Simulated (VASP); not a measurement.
Band structure of TiB₂ (AlB2 type). Calculation: optB88-vdW, VASP's PBE PAW potentials (set 64) (plane waves; VASP).

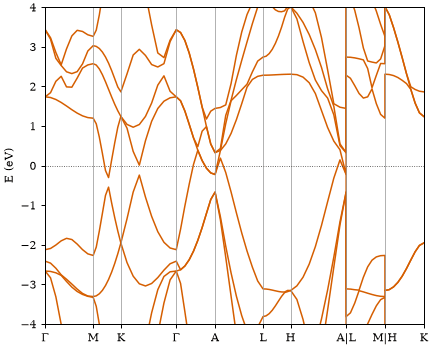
Fig. 1. Bands along high-symmetry lines, zero at the valence-band maximum or, without a gap, the Fermi level

**Question.** Read the plot: is there a gap, and where are the band edges?

**Answer.** It has no gap at this level: it comes out as a metal or semimetal. (Edges off the drawn lines would not show.)

The compound is TiB2 in the AlB2 type structure. It was relaxed first.
